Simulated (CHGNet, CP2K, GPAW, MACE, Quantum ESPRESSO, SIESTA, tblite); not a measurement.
**SIESTA on random zinc-blende (B, In, Al)As solid solution (64 atoms): settings against a plane-wave reference**

Wanted: SIESTA inputs and outputs for random zinc-blende (B, In, Al)As solid solution (64 atoms), checked against a plane-wave reference.

Calculated with SIESTA 5.4.2; the method is named at each step.

### 1. Starting point

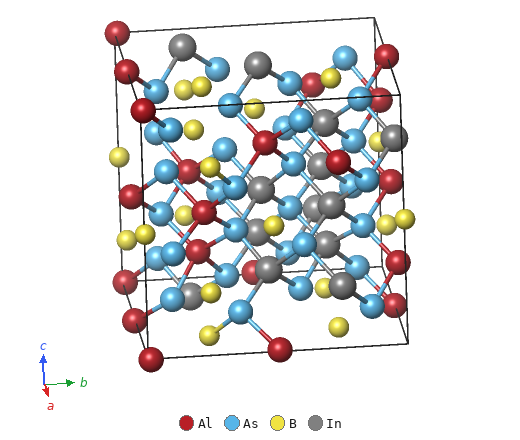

The cell as given, slightly off an axis (aluminium red, arsenic blue, boron yellow, indium grey). Bonds to atoms that aren't drawn are left out. Some periodic images of atoms are drawn too.

The cell holds 64 atoms: 11 Al, 32 As, 10 B and 11 In. Cell: a = 10.998 Å, b = 10.998 Å, c = 10.998 Å, α = 90.0°, β = 90.0°, γ = 90.0°. Zinc-blende lattice (a = 5.499 Å, the mean of the end members), 2 x 2 x 2 cells, metal sites filled at random with 10 B, 11 In, 11 Al; every coordinate displaced by a Gaussian of 0.02 Å. Then every atom was moved at random, 0.05 Å r.m.s. a Cartesian component.

The yardstick, on the same geometry:

| Property | Result |
| --- | --- |
| method | Kohn-Sham DFT, PBE, SSSP efficiency 1.3.0 pseudopotentials, plane waves (Quantum ESPRESSO 7.5); sssp-pbe-1.3.0-efficiency, cutoffs 50/400 Ry, Γ point |
| r.m.s. force component | 1.83 eV/Å |
| longest force | 7.152 eV/Å |
| pressure | 11.62 GPa |
| gap (highest filled to lowest empty level) | 0.8028 eV |
| time | 2.6 min on 4 MPI ranks of Arm Neoverse V1, shared host |
| CPU time | 10 min |

### 2. PBE, TZP, shift 0.01 Ry, mesh 300 Ry

Method: Kohn-Sham DFT, PBE, PseudoDojo 0.4.1 norm-conserving pseudopotentials (converted to PSML), numerical atomic orbitals (TZP), diagonalisation.

The .psml files are PseudoDojo norm-conserving potentials that we converted to this format, checked against plane waves on the same files for H, C, O, Si, Ge and Ca alone.

Input file input.fdf:

```
SystemLabel cell
NumberOfAtoms 64
NumberOfSpecies 4
%block ChemicalSpeciesLabel
  1 13 Al
  2 33 As
  3 5 B
  4 49 In
%endblock ChemicalSpeciesLabel
LatticeConstant 1.0 Ang
%block LatticeVectors
  10.99800 0.00000 0.00000
  0.00000 10.99800 0.00000
  0.00000 0.00000 10.99800
%endblock LatticeVectors
PAO.BasisSize TZP
PAO.EnergyShift 0.01 Ry
XC.Functional GGA
XC.Authors PBE
MeshCutoff 300 Ry
%block kgrid_Monkhorst_Pack
  1 0 0 0.0
  0 1 0 0.0
  0 0 1 0.0
%endblock kgrid_Monkhorst_Pack
SolutionMethod diagon
OccupationFunction FD
ElectronicTemperature 580 K
SCF.Mixer.Method Pulay
SCF.Mixer.Weight 0.05
SCF.Mixer.History 8
SCF.Mix Hamiltonian
MaxSCFIterations 300
SCF.DM.Tolerance 1e-04
SCF.H.Tolerance 1.0e-3 eV
WriteForces T
Write.HirshfeldPop T
Write.VoronoiPop T
Write.DM F
Write.H F
XML.Write F
AtomicCoordinatesFormat Fractional
%block AtomicCoordinatesAndAtomicSpecies
  0.99971 0.01089 0.99719 1
  0.12439 0.12690 0.12488 2
  0.00215 0.24859 0.25140 3
  0.12303 0.37005 0.37507 2
  0.25215 0.99998 0.24550 3
  0.37108 0.12383 0.37963 2
  0.24303 0.23761 0.00232 4
  0.37388 0.36814 0.11889 2
  0.00132 0.00295 0.50109 3
  0.12394 0.13794 0.62882 2
  0.99677 0.26147 0.75337 3
  0.12619 0.37958 0.86934 2
  0.24813 0.98998 0.74610 1
  0.37695 0.11916 0.87419 2
  0.24286 0.24410 0.50310 1
  0.37025 0.37576 0.62280 2
  0.00259 0.50709 0.00721 1
  0.13020 0.62754 0.11853 2
  0.00196 0.75523 0.24863 4
  0.12581 0.88144 0.36983 2
  0.25892 0.50034 0.24864 4
  0.37539 0.61994 0.37571 2
  0.25508 0.75470 0.00771 3
  0.37409 0.87046 0.12087 2
  0.99397 0.49943 0.50280 3
  0.12745 0.63236 0.61833 2
  0.99838 0.75458 0.74394 1
  0.12338 0.87169 0.88314 2
  0.24906 0.50624 0.74137 3
  0.37764 0.63354 0.87522 2
  0.25251 0.75519 0.49690 4
  0.37537 0.87223 0.62881 2
  0.49977 0.99735 0.99911 1
  0.61719 0.13456 0.11270 2
  0.49957 0.24869 0.26112 1
  0.62842 0.38634 0.37973 2
  0.75290 0.99382 0.25036 1
  0.87791 0.11958 0.37756 2
  0.75161 0.25969 0.00127 3
  0.87038 0.37219 0.12618 2
  0.50084 0.99941 0.49694 1
  0.63058 0.12565 0.63050 2
  0.49329 0.24802 0.74816 3
  0.62048 0.38015 0.87752 2
  0.74476 0.99512 0.74696 4
  0.88333 0.12370 0.87597 2
  0.75306 0.25468 0.49666 1
  0.88005 0.36550 0.62856 2
  0.50136 0.50205 0.99460 4
  0.61978 0.62840 0.12792 2
  0.49784 0.74338 0.25856 4
  0.63126 0.87459 0.36819 2
  0.74923 0.49633 0.25095 4
  0.86460 0.62601 0.37940 2
  0.74627 0.75860 0.00274 3
  0.87337 0.87845 0.11903 2
[... 4 atom lines left out ...]
  0.74278 0.49817 0.75809 1
  0.87514 0.62651 0.88184 2
  0.75326 0.74503 0.49565 4
  0.87143 0.87398 0.62598 2
%endblock AtomicCoordinatesAndAtomicSpecies
```

The run is started by

```bash
$ OMP_NUM_THREADS=1 mpirun -np 2 siesta < input.fdf > output.txt
```

The log of the run:

```text
Version         : 5.4.2
reinit: System Name:
reinit: System Label: cell
initatom: Reading input for the pseudopotentials and atomic orbitals ----------
Species number:   1 Atomic number:   13 Label: Al
Species number:   2 Atomic number:   33 Label: As
Species number:   3 Atomic number:    5 Label: B
Species number:   4 Atomic number:   49 Label: In
Ground state valence configuration (from tables):   3s02  3p01  3d00  4f00
Ground state valence configuration (from tables):   4s02  4p03  4d00  4f00
Ground state valence configuration (from tables):   2s02  2p01  3d00  4f00
Ground state valence configuration (from tables):   5s02  5p01  5d00  4f00
---- Processing specs for species: Al
GGA--PBE XC_GGA_X_PBE--XC_GGA_C_PBE pb
---- Processing specs for species: As
GGA--PBE XC_GGA_X_PBE--XC_GGA_C_PBE pb
Semicore shell(s) with 10 electrons included in the valence for As
---- Processing specs for species: B
GGA--PBE XC_GGA_X_PBE--XC_GGA_C_PBE pb
---- Processing specs for species: In
GGA--PBE XC_GGA_X_PBE--XC_GGA_C_PBE pb
Semicore shell(s) with 10 electrons included in the valence for In
Semicore shell(s): 3d
Fallback to non-perturbative polarization scheme for As
Please see the manual if this is not desired in principle
Semicore shell(s): 4d
Fallback to non-perturbative polarization scheme for In
Please see the manual if this is not desired in principle
Al pseudopotential only contains V_ls up to l=2 -- lmxkb reset.
As pseudopotential only contains V_ls up to l=2 -- lmxkb reset.
B pseudopotential only contains V_ls up to l=1 -- lmxkb reset.
In pseudopotential only contains V_ls up to l=2 -- lmxkb reset.
Using PAO.SplitTailNorm
%block ChemicalSpeciesLabel
    1   13 Al                      # Species index, atomic number, species label
    2   33 As                      # Species index, atomic number, species label
    3    5 B                       # Species index, atomic number, species label
[... lines left out ...]
Total number of electrons:   686.000000
[... lines left out ...]
outcell: Cell vector modules (Ang)   :   10.998000   10.998000   10.998000
outcell: Cell angles (23,13,12) (deg):     90.0000     90.0000     90.0000
outcell: Cell volume (Ang**3)        :   1330.2741
Gamma-point calculation with interaction between periodic images
Some features might not work optimally:
e.g. DM initialization from atomic data
Gamma-point calculation with interaction between periodic images
Some features might not work optimally:
e.g. DM initialization from atomic data
new_DM -- step:     1
Initializing Density Matrix...
Attempting to read DM from file... Failed...
DM filled with atomic data:
InitMesh: MESH = 120 x 120 x 120 = 1728000
InitMesh: Mesh cutoff (required, used) =   300.000   329.031 Ry
stepf: Fermi-Dirac step function
        iscf     Eharris(eV)        E_KS(eV)     FreeEng(eV)     dDmax    Ef(eV) dHmax(eV)
   scf:    1  -113618.343798  -113662.714087  -113662.714599  1.682685 -3.665950  7.607260
   scf:    2  -113668.819936  -113665.891076  -113665.891445  0.016149 -3.652369  6.325729
   scf:    3  -113675.325911  -113671.786863  -113671.787047  0.057280 -3.607488  3.236216
[...]
scf:   16  -113673.651367  -113673.651367  -113673.651590  0.000014 -3.593295  0.001569
   scf:   17  -113673.651368  -113673.651368  -113673.651591  0.000083 -3.593217  0.000343
SCF Convergence by DM+H criterion
max |DM_out - DM_in|         :     0.0000833851
max |H_out - H_in|      (eV) :     0.0003428040
SCF cycle converged after 17 iterations
Using DM_out to compute the final energy and forces
siesta: E_KS(eV) =          -113673.6514
siesta: E_KS - E_eggbox =   -113673.6514
siesta: Atomic forces (eV/Ang):
     1    0.717789   -1.606050    1.053378
     2   -2.801906   -2.753781    6.020264
     3   -0.134802   -0.180289    0.126699
[...]
63   -2.659735    1.842176    3.021327
    64    4.007681    1.235437   -2.207171
----------------------------------------
   Tot    0.006484    0.010131   -0.023496
----------------------------------------
   Max    6.156405
   Res    1.879091    sqrt( Sum f_i^2 / 3N )
----------------------------------------
   Max    6.156405    constrained
Stress tensor Voigt[x,y,z,yz,xz,xy] (kbar):     -111.83     -110.35     -115.96       -1.91       13.31        4.20
(Free)E + p*V (eV/cell)  -113580.0679
Target enthalpy (eV/cell)  -113673.6516
siesta: Program's energy decomposition (eV):
siesta: Ebs     =    -17089.445021
siesta: Eions   =    122929.813324
siesta: Ena     =      6322.609905
siesta: Ekin    =     79686.920299
siesta: Enl     =    -49718.293193
siesta: DEna    =       328.657716
siesta: DUscf   =        12.242834
siesta: Ex      =    -25874.363351
siesta: Ec      =     -1501.612254
siesta: Exc     =    -27375.975605
siesta: Eharris =   -113673.651368
siesta: Etot    =   -113673.651368
siesta: FreeEng =   -113673.651591
siesta: Final energy (eV):
siesta:  Band Struct. =  -17089.445021
siesta:       Kinetic =   79686.920299
siesta:       Hartree =   38001.456386
siesta:         Exch. =  -25874.363351
siesta:         Corr. =   -1501.612254
siesta:   Exch.-corr. =  -27375.975605
siesta:  Ion-electron = -154581.507482
siesta:       Ion-ion =  -49404.544966
siesta:         Total = -113673.651368
siesta:         Fermi =      -3.593217
siesta: Stress tensor (static) (eV/Ang**3):
siesta:    -0.069798    0.002623    0.008309
siesta:     0.002623   -0.068872   -0.001189
siesta:     0.008309   -0.001189   -0.072378
siesta: Cell volume =       1330.274132 Ang**3
siesta: Pressure (static):
siesta:                Solid            Molecule  Units
siesta:           0.00076620          0.00007380  Ry/Bohr**3
siesta:           0.07034920          0.00677590  eV/Ang**3
siesta:         112.71184330         10.85618775  kBar
    Orbital volume contribution        =          67.178513 eV
    (Free)E + p_basis*V_orbitals       =     -113606.473078 eV
    (Free)Eharris+ p_basis*V_orbitals  =     -113606.473079 eV
Hirshfeld Atomic Populations:
Atom #   charge [q] valence [e]  Species
     1     0.091874    2.908126  Al
     2    -0.041346   15.041346  As
     3    -0.044324    3.044324  B
     4    -0.056778   15.056778  As
     5    -0.039025    3.039025  B
     6    -0.072257   15.072257  As
     7     0.211326   12.788674  In
[...]
9    -0.041954    3.041954  B
[...]
13     0.097024    2.902976  Al
[...]
15     0.091891    2.908109  Al
[...]
19     0.203521   12.796479  In
[...]
21     0.193235   12.806765  In
[...]
--------------------
 Total    -0.000040
Voronoi Atomic Populations:
Atom #   charge [q] valence [e]  Species
[...]
43    -0.080975    3.080975  B
[...]
47     0.149170    2.850830  Al
[...]
55    -0.080015    3.080015  B
[...]
59     0.242089   12.757911  In
[...]
61     0.130376    2.869624  Al
    62    -0.111375   15.111375  As
    63     0.252405   12.747595  In
    64    -0.133859   15.133859  As
--------------------
 Total    -0.000040
```

Elapsed: 4.9 min, on 2 MPI ranks of Arm Neoverse V1, shared host; peak memory 2 GiB; 9.8 min of CPU time.

Banners, paths, timers and routine set-up lines are dropped from the logs unmarked, and long logs keep their key lines alone; longer cuts are marked.

Against the reference:

- r.m.s. force component: 1.879 eV/Å
- r.m.s. difference of force components: 64.34 meV/Å
- longest difference of force vectors: 267.2 meV/Å
- force difference over r.m.s. force: 3.516 %
- slope of forces against the reference's: 1.026
- correlation of force components: 0.9998
- gap (highest filled to lowest empty level): 0.946 eV
- gap difference: 0.1432 eV
- pressure: 11.27 GPa
- pressure difference: -0.3461 GPa

Length of the force difference by element (eV/Å):

```csv
element,atoms,mean,most
Al,11,0.041,0.098
As,32,0.11,0.27
B,10,0.030,0.047
In,11,0.14,0.26
```

Levels nearest the highest filled one (eV from it): -1.29, -1.25, -1.22, -1.22, -1.17, -1.14, -1.10, -1.07, -0.99, -0.06, -0.05, 0.00, 0.95, 1.10, 1.17, 1.27, 1.31, 1.33, 1.39, 1.44, 1.51, 1.68, 1.93, 2.06.

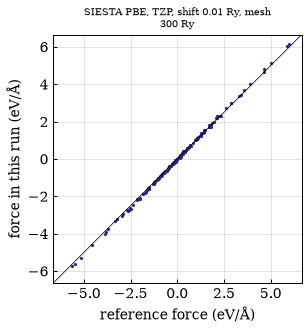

Force components against those of the reference; the line marks equality.

The surroundings of As54, which bears the longest force, nearest first, numbered as they follow in the input and with coordinates relative to it.

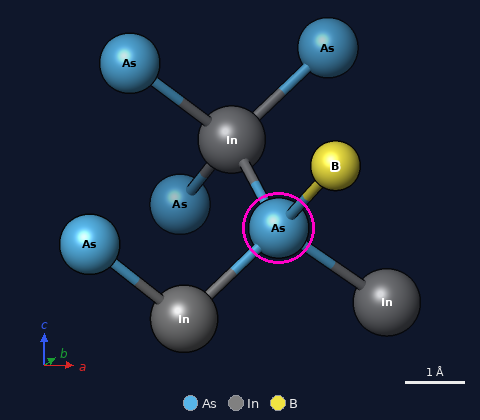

The atoms of the table, within 3.8 Å (arrows a, b, c point along x, y, z); some may hide others; the central atom is ringed.

```csv
atom,x,y,z,distance (Å),Hirshfeld charge (e),Fx,Fy,Fz (eV/Å)
As54,0.00,0.00,0.00,0.00,-0.14,6.16,-3.99,-0.64
In63,-1.22,1.31,1.28,2.20,0.21,-2.66,1.84,3.02
In53,-1.27,-1.43,-1.41,2.37,0.21,0.39,1.38,-1.54
B25,1.42,-1.39,1.36,2.41,-0.04,0.31,-0.24,-0.01
In19,1.51,1.42,-1.44,2.52,0.20,-0.92,-1.36,-0.27
As36,-2.60,-2.64,0.00,3.70,-0.15,0.16,-5.32,-0.46
As52,-2.57,2.73,-0.12,3.75,-0.16,-0.87,2.21,1.09
As58,-2.63,-0.11,2.75,3.81,-0.18,1.18,-0.11,0.30
As64,0.08,2.73,2.71,3.85,-0.12,4.01,1.24,-2.21
```

Forces lie 3.5 % from the reference's, at 0.95 times its CPU time (on 2 against 4 cores).

### 3. Summary of results

| Quantity | Value |
| --- | --- |
| force difference from the reference | SIESTA PBE, TZP, shift 0.01 Ry, mesh 300 Ry, 3.5 % |
| its CPU time | 9.8 min |

The PBE run in local orbitals differs by 3.5 % (SIESTA PBE, TZP, shift 0.01 Ry, mesh 300 Ry); basis, grid and potentials can all enter. At the same functional, the gap of SIESTA PBE, TZP, shift 0.01 Ry, mesh 300 Ry lies 0.14 eV above the reference's 0.803 eV. These are spacings on the run's k-points, which needn't hold the band edges. The potentials hold different valence shells: 366 electrons in the reference, 686 in SIESTA; this bears on time and differences. The reference's pressure holds the uncorrected Pulay stress of its 50 Ry basis, so small pressure differences, and their order, may be the reference's own error. The host structure and its lattice constant were typed by rule, without a check against the phase diagram. The reference's pressure of 12 GPa belongs to a cell and atoms that aren't relaxed at this level. The electronic-structure runs sample only Γ, in a cell whose shortest periodic width is 11 Å.

[Also dropped from logs without a mark: logging warnings of Python, and SIESTA's first energy breakdown and zero terms.]

[Logs are printed without paths, hosts, clocks, repeated set-up lines and the standing remarks that a program may print on its own settings, such as how far it seeks lower states.]

[Hosts, paths, dates, database ids (printed as entryN), source tags and the programs' standing remarks are cut or masked in the printed files.]
